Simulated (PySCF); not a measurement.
System: CrCl (sextet).

```xyz
2

Cr    0.0000    0.0000   -0.8876
Cl    0.0000    0.0000    1.3184
```

All numbers below come from PBE0/def2-TZVPP, non-relativistic Hamiltonian with scalar-relativistic core potentials where named, at a bond length of 2.206 Å in PySCF 2.14.0.

Question: What will maps of the electron density, electron localisation function and spin density show?

Answer: Cr–Cl (2.21 Å): the density is about 0.63 e/Å³ at the midpoint; the ELF peaks at about 0.85 in the valence shell of Cl, 0.8 Å from its nucleus, and is about 0.45 at the midpoint.
The unpaired spin (5 electrons) lies mostly on Cr1 (about 5.0), in electrons by Hirshfeld's partition.

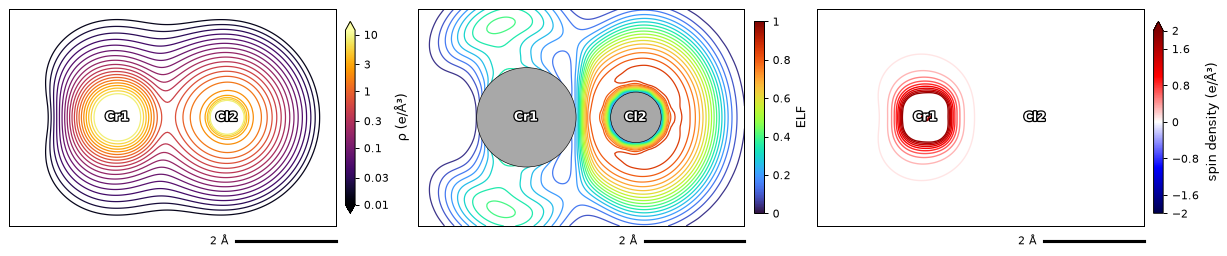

Computed electron density, electron localisation function and spin density on a plane that holds the molecular axis, in this order. Grey discs cover the atomic cores in the ELF map. 
